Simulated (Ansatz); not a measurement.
**AsF₂ (doublet): B2PLYP, RPA-PBE over vertical spin and charge gaps and displaced geometries, cc-pVDZ**

How well do these functionals follow the top wave-function level for AsF₂ (doublet) over vertical spin and charge gaps and displaced geometries?

Computed with Ansatz 0.2.0, Gaussian basis. Level: cc-pVDZ, all electrons in the functionals, frozen cores in the correlation of double hybrids and RPA.

Plan: B2PLYP, RPA-PBE, at charge 0, doublet; charge 0, quartet; charge 1, singlet; charge 1, triplet; displaced geometry v1; displaced geometry v2.

21 further runs of the same task are left out: 7 that didn't finish, 14 set aside as unsound or not needed.

## 1. The geometry

The geometry is a PBE0/def2-TZVP stationary point (not a proven minimum). No spin-orbit coupling is included. The filled d shell of As may be among the frozen orbitals whatever the setting's name suggests; the logs give the count.

3 atoms, charge 0, spin multiplicity 2.

Atoms are counted from 1 here; the program's logs count them from 0.

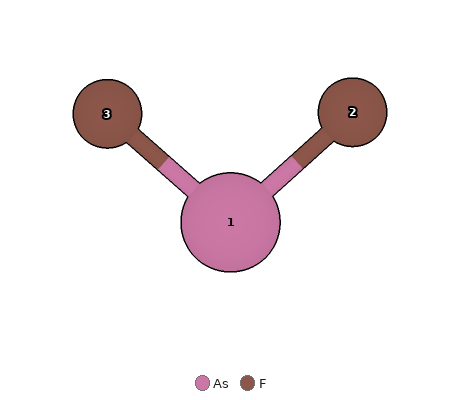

The geometry (arsenic pink, fluorine brown); atoms are numbered from 1 in the order of the file.

No dispersion term is added.

The geometry shown and the zero of energy belong to the point charge 0, doublet. The yardstick, UCCSDT(Q), and other wave-function levels (R restricted, U unrestricted, valence and pair active spaces) come from earlier runs.

## 2. B2PLYP, charge 0, doublet

in.yaml reads:

```yaml
crystal:
  periodic: [false, false, false]
  atoms:
    - {symbol: As, position_ang: [0.000000, -0.387542, 0.000000]}
    - {symbol: F, position_ang: [0.000000, 0.764150, -1.290593]}
    - {symbol: F, position_ang: [0.000000, 0.764150, 1.290593]}
basis:
  gaussian: {orbitals: cc-pVDZ}
magnetization: {spin_polarized: true, initial_magnetization: 1}
hamiltonian: {xc: {name: B2PLYP}}
correlation: {electrons: outside_noble_gas}
```

Started as:

```
$ ansatz run in.yaml --threads 1 --pin off --events-out ev --progress --plain --max-ram 2393MiB
```

Standard output:

```text
Functional definition: B2PLYP
  name "B2PLYP"
  cite "Grimme, J. Chem. Phys. 124, 034108 (2006) doi:10.1063/1.2148954"
  cite "Becke, Phys. Rev. A 38, 3098 (1988) doi:10.1103/PhysRevA.38.3098"
  cite "Lee, Yang & Parr, Phys. Rev. B 37, 785 (1988) doi:10.1103/PhysRevB.37.785"
  parameter a = 0.53
  parameter c = 0.27
  exchange = (1 - a)*b88_x + a*exact_x
  correlation = (1 - c)*lyp_c + c*(mp2_os + mp2_ss)
589 factors; integrals over basis functions are off by at most 5.8e-4 eV
mean field evaluation 1: about -66252.7485 eV, gradient 2.7e1 eV
mean field evaluation 2: about -66252.7589 eV, gradient 2.7e1 eV
mean field evaluation 4: about -66255.2054 eV, gradient 9.8e-1 eV
mean field evaluation 8: about -66255.2163 eV, gradient 3.1e-2 eV
mean field evaluation 16: about -66255.2163 eV, gradient 9.9e-5 eV
mean field -66255.21634907 eV, -2434.8342914296 hartree, gradient 4.4e-6 eV, S^2 0.755997; 0 other end points of the search recorded, 0 dependent functions left out
16 core orbitals not correlated: weight in the atoms' cores, before any rotation towards them, 0.997 or more for the frozen orbitals, at most 0.003 for the correlated occupied ones
reference -66255.21643966 eV, -2434.8342947588 hartree; 10, 9 occupied and 29, 30 virtual orbitals, 589 factors
second order -15.31964977 eV of doubles, -0.00000000 eV of singles
Total energy: -66259.35274510 eV, -2434.9863011800 hartree
```

It took 2.5 s on 1 thread of Arm Neoverse V2, shared host.

From the report: ⟨S²⟩ of the determinant 0.756 (pure doublet: 0.75).

## 3. B2PLYP, charge 0, quartet

in.yaml, as its differences from that of step 2:

```diff
@@ -8,3 +8,3 @@
   gaussian: {orbitals: cc-pVDZ}
-magnetization: {spin_polarized: true, initial_magnetization: 1}
+magnetization: {spin_polarized: true, initial_magnetization: 3}
 hamiltonian: {xc: {name: B2PLYP}}
```

Same command.

Standard output, cut to the lines that bear on the results:

```text
Functional definition: B2PLYP
  name "B2PLYP"
  cite "Grimme, J. Chem. Phys. 124, 034108 (2006) doi:10.1063/1.2148954"
  cite "Becke, Phys. Rev. A 38, 3098 (1988) doi:10.1103/PhysRevA.38.3098"
  cite "Lee, Yang & Parr, Phys. Rev. B 37, 785 (1988) doi:10.1103/PhysRevB.37.785"
[...]
589 factors; integrals over basis functions are off by at most 5.8e-4 eV
[...]
mean field -66248.72063803 eV, -2434.5955784520 hartree, gradient 1.9e-6 eV, S^2 3.760834; 2 other end points of the search recorded, 0 dependent functions left out
16 core orbitals not correlated: weight in the atoms' cores, before any rotation towards them, 0.996 or more for the frozen orbitals, at most 0.003 for the correlated occupied ones
reference -66248.72073665 eV, -2434.5955820762 hartree; 11, 8 occupied and 28, 31 virtual orbitals, 589 factors
second order -14.99473084 eV of doubles, -0.00000000 eV of singles
Total energy: -66252.76931398 eV, -2434.7443645487 hartree
```

Run time: 3.4 s. Hardware: 1 thread of Arm Neoverse V2, shared host.

From the report: ⟨S²⟩ of the determinant 3.761 (pure quartet: 3.75).

From charge 0, doublet: +151.8 kcal/mol.

## 4. B2PLYP, charge 1, singlet

in.yaml, as its differences from that of step 3:

```diff
@@ -8,3 +8,3 @@
   gaussian: {orbitals: cc-pVDZ}
-magnetization: {spin_polarized: true, initial_magnetization: 3}
+total_charge: 1
 hamiltonian: {xc: {name: B2PLYP}}
```

The command is unchanged.

Standard output, cut to the lines that bear on the results:

```text
Functional definition: B2PLYP
  name "B2PLYP"
  cite "Grimme, J. Chem. Phys. 124, 034108 (2006) doi:10.1063/1.2148954"
  cite "Becke, Phys. Rev. A 38, 3098 (1988) doi:10.1103/PhysRevA.38.3098"
  cite "Lee, Yang & Parr, Phys. Rev. B 37, 785 (1988) doi:10.1103/PhysRevB.37.785"
[...]
588 factors; integrals over basis functions are off by at most 5.8e-4 eV
[...]
mean field -66246.01091780 eV, -2434.4959980700 hartree, gradient 1.4e-6 eV, S^2 0.000000; 0 other end points of the search recorded, 0 dependent functions left out
16 core orbitals not correlated: weight in the atoms' cores, before any rotation towards them, 0.997 or more for the frozen orbitals, at most 0.002 for the correlated occupied ones
reference -66246.01100492 eV, -2434.4960012720 hartree; 9, 9 occupied and 30, 30 virtual orbitals, 588 factors
second order -16.39386725 eV of doubles, -0.00000000 eV of singles
Total energy: -66250.43734908 eV, -2434.6586664194 hartree
```

It took 1.8 s on 1 thread of Arm Neoverse V2, shared host.

From charge 0, doublet: +205.6 kcal/mol.

## 5. B2PLYP, charge 1, triplet

in.yaml, as its differences from that of step 4:

```diff
@@ -9,2 +9,3 @@
 total_charge: 1
+magnetization: {spin_polarized: true, initial_magnetization: 2}
 hamiltonian: {xc: {name: B2PLYP}}
```

Same command.

Standard output, cut to the lines that bear on the results:

```text
Functional definition: B2PLYP
  name "B2PLYP"
  cite "Grimme, J. Chem. Phys. 124, 034108 (2006) doi:10.1063/1.2148954"
  cite "Becke, Phys. Rev. A 38, 3098 (1988) doi:10.1103/PhysRevA.38.3098"
  cite "Lee, Yang & Parr, Phys. Rev. B 37, 785 (1988) doi:10.1103/PhysRevB.37.785"
[...]
588 factors; integrals over basis functions are off by at most 5.8e-4 eV
[...]
mean field -66242.36154856 eV, -2434.3618862242 hartree, gradient 3.3e-6 eV, S^2 2.023459; 4 other end points of the search recorded, 0 dependent functions left out
16 core orbitals not correlated: weight in the atoms' cores, before any rotation towards them, 0.997 or more for the frozen orbitals, at most 0.003 for the correlated occupied ones
reference -66242.36164027 eV, -2434.3618895945 hartree; 10, 8 occupied and 29, 31 virtual orbitals, 588 factors
second order -15.29084993 eV of doubles, -0.00000000 eV of singles
Total energy: -66246.49016975 eV, -2434.5136102545 hartree
```

It took 7.5 s on 1 thread of Arm Neoverse V2, shared host.

From the report: ⟨S²⟩ of the determinant 2.023 (pure triplet: 2.00).

From charge 0, doublet: +296.6 kcal/mol.

## 6. B2PLYP, displaced geometry v1

in.yaml reads:

```yaml
crystal:
  periodic: [false, false, false]
  atoms:
    - {symbol: As, position_ang: [-0.007790, -0.392089, 0.010923]}
    - {symbol: F, position_ang: [-0.008623, 0.743461, -1.290823]}
    - {symbol: F, position_ang: [0.039341, 0.802771, 1.247749]}
basis:
  gaussian: {orbitals: cc-pVDZ}
magnetization: {spin_polarized: true, initial_magnetization: 1}
hamiltonian: {xc: {name: B2PLYP}}
correlation: {electrons: outside_noble_gas}
```

The command is unchanged.

Standard output, cut to the lines that bear on the results:

```text
Functional definition: B2PLYP
  name "B2PLYP"
  cite "Grimme, J. Chem. Phys. 124, 034108 (2006) doi:10.1063/1.2148954"
  cite "Becke, Phys. Rev. A 38, 3098 (1988) doi:10.1103/PhysRevA.38.3098"
  cite "Lee, Yang & Parr, Phys. Rev. B 37, 785 (1988) doi:10.1103/PhysRevB.37.785"
[...]
589 factors; integrals over basis functions are off by at most 5.7e-4 eV
[...]
mean field -66255.20491608 eV, -2434.8338712750 hartree, gradient 4.4e-6 eV, S^2 0.755954; 0 other end points of the search recorded, 0 dependent functions left out
16 core orbitals not correlated: weight in the atoms' cores, before any rotation towards them, 0.996 or more for the frozen orbitals, at most 0.003 for the correlated occupied ones
reference -66255.20500659 eV, -2434.8338746012 hartree; 10, 9 occupied and 29, 30 virtual orbitals, 589 factors
second order -15.29215545 eV of doubles, -0.00000000 eV of singles
Total energy: -66259.33388856 eV, -2434.9856082150 hartree
```

Run time: 2.4 s. Hardware: 1 thread of Arm Neoverse V2, shared host.

From the report: ⟨S²⟩ of the determinant 0.756 (pure doublet: 0.75).

From charge 0, doublet: +0.4 kcal/mol.

## 7. B2PLYP, displaced geometry v2

in.yaml reads:

```yaml
crystal:
  periodic: [false, false, false]
  atoms:
    - {symbol: As, position_ang: [0.042589, -0.384904, -0.002525]}
    - {symbol: F, position_ang: [-0.122286, 0.775161, -1.281524]}
    - {symbol: F, position_ang: [-0.045665, 0.742738, 1.291482]}
basis:
  gaussian: {orbitals: cc-pVDZ}
magnetization: {spin_polarized: true, initial_magnetization: 1}
hamiltonian: {xc: {name: B2PLYP}}
correlation: {electrons: outside_noble_gas}
```

Launched as before.

Standard output, cut to the lines that bear on the results:

```text
Functional definition: B2PLYP
  name "B2PLYP"
  cite "Grimme, J. Chem. Phys. 124, 034108 (2006) doi:10.1063/1.2148954"
  cite "Becke, Phys. Rev. A 38, 3098 (1988) doi:10.1103/PhysRevA.38.3098"
  cite "Lee, Yang & Parr, Phys. Rev. B 37, 785 (1988) doi:10.1103/PhysRevB.37.785"
[...]
589 factors; integrals over basis functions are off by at most 5.8e-4 eV
[...]
mean field -66255.21066637 eV, -2434.8340825943 hartree, gradient 5.6e-6 eV, S^2 0.756002; 0 other end points of the search recorded, 0 dependent functions left out
16 core orbitals not correlated: weight in the atoms' cores, before any rotation towards them, 0.996 or more for the frozen orbitals, at most 0.003 for the correlated occupied ones
reference -66255.21075699 eV, -2434.8340859245 hartree; 10, 9 occupied and 29, 30 virtual orbitals, 589 factors
second order -15.30848850 eV of doubles, -0.00000000 eV of singles
Total energy: -66259.34404888 eV, -2434.9859816000 hartree
```

Run time: 2.5 s. Hardware: 1 thread of Arm Neoverse V2, shared host.

From the report: ⟨S²⟩ of the determinant 0.756 (pure doublet: 0.75).

From charge 0, doublet: +0.2 kcal/mol.

## 8. RPA-PBE, charge 0, doublet

in.yaml reads:

```yaml
crystal:
  periodic: [false, false, false]
  atoms:
    - {symbol: As, position_ang: [0.000000, -0.387542, 0.000000]}
    - {symbol: F, position_ang: [0.000000, 0.764150, -1.290593]}
    - {symbol: F, position_ang: [0.000000, 0.764150, 1.290593]}
basis:
  gaussian: {orbitals: cc-pVDZ}
magnetization: {spin_polarized: true, initial_magnetization: 1}
hamiltonian: {xc: {name: PBE}}
correlation: {method: rpa, electrons: outside_noble_gas}
```

Same command.

Standard output, cut to the lines that bear on the results:

```text
Functional definition: PBE
  name "PBE"
  cite "Perdew, Burke & Ernzerhof, Phys. Rev. Lett. 77, 3865 (1996) doi:10.1103/PhysRevLett.77.3865"
  parent pbe
[...]
589 factors; integrals over basis functions are off by at most 5.8e-4 eV
[...]
mean field -66260.45666169 eV, -2435.0268693665 hartree, gradient 3.3e-6 eV, S^2 0.751838; 0 other end points of the search recorded, 0 dependent functions left out
16 core orbitals not correlated: weight in the atoms' cores, before any rotation towards them, 0.996 or more for the frozen orbitals, at most 0.004 for the correlated occupied ones
reference -66205.92289197 eV, -2433.0227902936 hartree; 10, 9 occupied and 29, 30 virtual orbitals, 589 factors
Total energy: -66224.94255811 eV, -2433.7217501321 hartree
```

Run time: 2 s. Hardware: 1 thread of Arm Neoverse V2, shared host.

From the report: ⟨S²⟩ of the determinant 0.752 (pure doublet: 0.75).

## 9. RPA-PBE, charge 0, quartet

in.yaml, as its differences from that of step 8:

```diff
@@ -8,3 +8,3 @@
   gaussian: {orbitals: cc-pVDZ}
-magnetization: {spin_polarized: true, initial_magnetization: 1}
+magnetization: {spin_polarized: true, initial_magnetization: 3}
 hamiltonian: {xc: {name: PBE}}
```

The command is unchanged.

Standard output, cut to the lines that bear on the results:

```text
Functional definition: PBE
  name "PBE"
  cite "Perdew, Burke & Ernzerhof, Phys. Rev. Lett. 77, 3865 (1996) doi:10.1103/PhysRevLett.77.3865"
  parent pbe
[...]
589 factors; integrals over basis functions are off by at most 5.8e-4 eV
[...]
mean field -66254.13950308 eV, -2434.7947180694 hartree, gradient 1.3e-6 eV, S^2 3.752784; 14 other end points of the search recorded, 0 dependent functions left out
16 core orbitals not correlated: weight in the atoms' cores, before any rotation towards them, 0.995 or more for the frozen orbitals, at most 0.004 for the correlated occupied ones
reference -66199.65029656 eV, -2432.7922766640 hartree; 11, 8 occupied and 28, 31 virtual orbitals, 589 factors
Total energy: -66218.61192783 eV, -2433.4891037606 hartree
```

Run time: 14 s. Hardware: 1 thread of Arm Neoverse V2, shared host.

From the report: ⟨S²⟩ of the determinant 3.753 (pure quartet: 3.75).

From charge 0, doublet: +146.0 kcal/mol.

## 10. RPA-PBE, charge 1, singlet

in.yaml, as its differences from that of step 9:

```diff
@@ -8,3 +8,3 @@
   gaussian: {orbitals: cc-pVDZ}
-magnetization: {spin_polarized: true, initial_magnetization: 3}
+total_charge: 1
 hamiltonian: {xc: {name: PBE}}
```

Same command.

Standard output, cut to the lines that bear on the results:

```text
Functional definition: PBE
  name "PBE"
  cite "Perdew, Burke & Ernzerhof, Phys. Rev. Lett. 77, 3865 (1996) doi:10.1103/PhysRevLett.77.3865"
  parent pbe
[...]
588 factors; integrals over basis functions are off by at most 5.8e-4 eV
[...]
mean field -66251.69451459 eV, -2434.7048663998 hartree, gradient 1.0e-5 eV, S^2 0.000000; 2 other end points of the search recorded, 0 dependent functions left out
16 core orbitals not correlated: weight in the atoms' cores, before any rotation towards them, 0.996 or more for the frozen orbitals, at most 0.003 for the correlated occupied ones
reference -66196.37625610 eV, -2432.6719578962 hartree; 9, 9 occupied and 30, 30 virtual orbitals, 588 factors
Total energy: -66216.20244526 eV, -2433.4005569093 hartree
```

It took 2.2 s on 1 thread of Arm Neoverse V2, shared host.

From charge 0, doublet: +201.6 kcal/mol.

## 11. RPA-PBE, charge 1, triplet

in.yaml, as its differences from that of step 10:

```diff
@@ -9,2 +9,3 @@
 total_charge: 1
+magnetization: {spin_polarized: true, initial_magnetization: 2}
 hamiltonian: {xc: {name: PBE}}
```

The command is unchanged.

Standard output, cut to the lines that bear on the results:

```text
Functional definition: PBE
  name "PBE"
  cite "Perdew, Burke & Ernzerhof, Phys. Rev. Lett. 77, 3865 (1996) doi:10.1103/PhysRevLett.77.3865"
  parent pbe
[...]
588 factors; integrals over basis functions are off by at most 5.8e-4 eV
[...]
mean field -66247.83356295 eV, -2434.5629790439 hartree, gradient 6.0e-7 eV, S^2 2.002765; 11 other end points of the search recorded, 0 dependent functions left out
16 core orbitals not correlated: weight in the atoms' cores, before any rotation towards them, 0.996 or more for the frozen orbitals, at most 0.003 for the correlated occupied ones
reference -66193.17461682 eV, -2432.5542998231 hartree; 10, 8 occupied and 29, 31 virtual orbitals, 588 factors
Total energy: -66212.51710231 eV, -2433.2651230537 hartree
```

Wall time 12 s (1 thread of Arm Neoverse V2, shared host).

From the report: ⟨S²⟩ of the determinant 2.003 (pure triplet: 2.00).

From charge 0, doublet: +286.5 kcal/mol.

## 12. RPA-PBE, displaced geometry v1

in.yaml reads:

```yaml
crystal:
  periodic: [false, false, false]
  atoms:
    - {symbol: As, position_ang: [-0.007790, -0.392089, 0.010923]}
    - {symbol: F, position_ang: [-0.008623, 0.743461, -1.290823]}
    - {symbol: F, position_ang: [0.039341, 0.802771, 1.247749]}
basis:
  gaussian: {orbitals: cc-pVDZ}
magnetization: {spin_polarized: true, initial_magnetization: 1}
hamiltonian: {xc: {name: PBE}}
correlation: {method: rpa, electrons: outside_noble_gas}
```

The command is unchanged.

Standard output, cut to the lines that bear on the results:

```text
Functional definition: PBE
  name "PBE"
  cite "Perdew, Burke & Ernzerhof, Phys. Rev. Lett. 77, 3865 (1996) doi:10.1103/PhysRevLett.77.3865"
  parent pbe
[...]
589 factors; integrals over basis functions are off by at most 5.7e-4 eV
[...]
mean field -66260.43094889 eV, -2435.0259244387 hartree, gradient 5.1e-6 eV, S^2 0.751831; 0 other end points of the search recorded, 0 dependent functions left out
16 core orbitals not correlated: weight in the atoms' cores, before any rotation towards them, 0.995 or more for the frozen orbitals, at most 0.004 for the correlated occupied ones
reference -66205.92722951 eV, -2433.0229496953 hartree; 10, 9 occupied and 29, 30 virtual orbitals, 589 factors
Total energy: -66224.91964546 eV, -2433.7209081078 hartree
```

Run time: 1.9 s. Hardware: 1 thread of Arm Neoverse V2, shared host.

From the report: ⟨S²⟩ of the determinant 0.752 (pure doublet: 0.75).

From charge 0, doublet: +0.5 kcal/mol.

## 13. RPA-PBE, displaced geometry v2

in.yaml reads:

```yaml
crystal:
  periodic: [false, false, false]
  atoms:
    - {symbol: As, position_ang: [0.042589, -0.384904, -0.002525]}
    - {symbol: F, position_ang: [-0.122286, 0.775161, -1.281524]}
    - {symbol: F, position_ang: [-0.045665, 0.742738, 1.291482]}
basis:
  gaussian: {orbitals: cc-pVDZ}
magnetization: {spin_polarized: true, initial_magnetization: 1}
hamiltonian: {xc: {name: PBE}}
correlation: {method: rpa, electrons: outside_noble_gas}
```

Launched as before.

Standard output, cut to the lines that bear on the results:

```text
Functional definition: PBE
  name "PBE"
  cite "Perdew, Burke & Ernzerhof, Phys. Rev. Lett. 77, 3865 (1996) doi:10.1103/PhysRevLett.77.3865"
  parent pbe
[...]
589 factors; integrals over basis functions are off by at most 5.8e-4 eV
[...]
mean field -66260.44487207 eV, -2435.0264361059 hartree, gradient 2.5e-6 eV, S^2 0.751838; 0 other end points of the search recorded, 0 dependent functions left out
16 core orbitals not correlated: weight in the atoms' cores, before any rotation towards them, 0.995 or more for the frozen orbitals, at most 0.004 for the correlated occupied ones
reference -66205.92430569 eV, -2433.0228422468 hartree; 10, 9 occupied and 29, 30 virtual orbitals, 589 factors
Total energy: -66224.93151043 eV, -2433.7213441374 hartree
```

It took 2 s on 1 thread of Arm Neoverse V2, shared host.

From the report: ⟨S²⟩ of the determinant 0.752 (pure doublet: 0.75).

From charge 0, doublet: +0.3 kcal/mol.

## 14. The comparison

The yardstick is UCCSDT(Q), where the cluster series has nearly closed. It comes from earlier runs at the same points. Energies in kcal/mol, counted from charge 0, doublet; blanks weren't run or aren't comparable.

```tsv
level	doublet to quartet	ionisation to the singlet cation	ionisation to the triplet cation	displacement v1	displacement v2
UCCSDT(Q)	147.6	201.7	290.6	0.4	0.2
B2PLYP	151.8	205.6	296.6	0.4	0.2
RPA-PBE	146.0	201.6	286.5	0.5	0.3
```

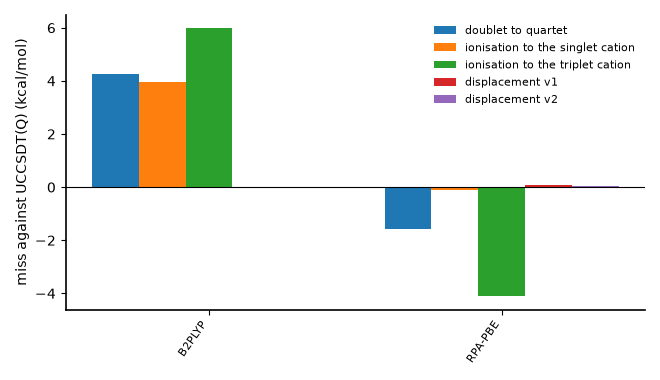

Misses of the gaps against UCCSDT(Q).

Largest miss and mean time a point (UCCSDT(Q) took 66 s a point; shared hosts):

```tsv
level	largest miss (kcal/mol)	where	time a point
B2PLYP	+6.0	ionisation to the triplet cation	3.4 s
RPA-PBE	-4.1	ionisation to the triplet cation	5.5 s
```

## 15. Outcome

| quantity | value |
| --- | --- |
| doublet to quartet, UCCSDT(Q) | 147.6 kcal/mol |
| ionisation to the singlet cation, UCCSDT(Q) | 201.7 kcal/mol |
| ionisation to the triplet cation, UCCSDT(Q) | 290.6 kcal/mol |
| displacement v1, UCCSDT(Q) | 0.4 kcal/mol |
| displacement v2, UCCSDT(Q) | 0.2 kcal/mol |
| largest miss, B2PLYP | +6.0 kcal/mol (ionisation to the triplet cation) |
| largest miss, RPA-PBE | -4.1 kcal/mol (ionisation to the triplet cation) |

Of the functionals, RPA-PBE keep the smallest largest miss at the points compared (at most 4.1 kcal/mol) and B2PLYP strays most (6.0 kcal/mol, at ionisation to the triplet cation). Functionals and the yardstick converge differently with the basis, so part of each miss in cc-pVDZ is the basis.
